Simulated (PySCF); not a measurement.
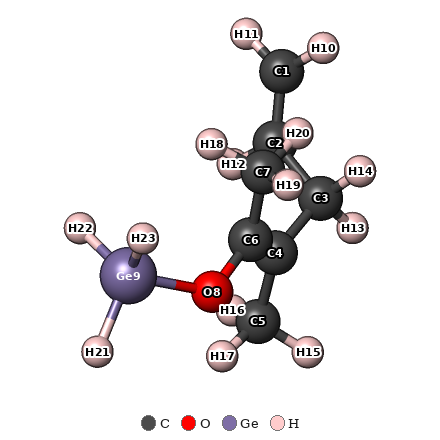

C₇H₁₄GeO, SMILES C=CC/C(C)=C(\C)[O][GeH3], singlet. Vertical core-electron binding energies by ΔSCF (SCAN, pcX-2 on the ionised atom, pcseg-1 elsewhere, spin-free X2C; PySCF, at a PBE0-D3(BJ)/def2-SVP geometry (no frequency check)), gas phase, against the vacuum level. One atom of each kind was ionised; within a panel, areas follow the number of like atoms, Gaussians of 1.0 eV full width. Only the regions named are shown. Lines closer than the width merge in the curve.

Predict the C 1s photoelectron lines.

```csv
level,atoms,binding energy (eV)
C 1s,C6,291.1
C 1s,C7,290.6
C 1s,C3,290.5
C 1s,C2,290.2
C 1s,C5,290.2
C 1s,C1,289.8
C 1s,C4,289.4
```

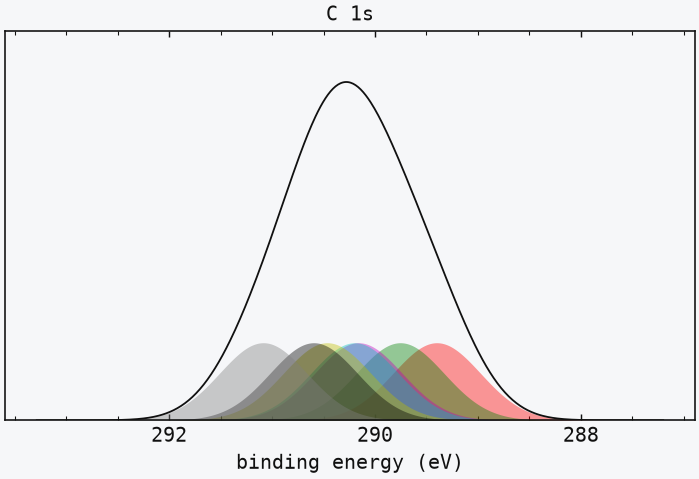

Caveats: one conformer of a flexible molecule.
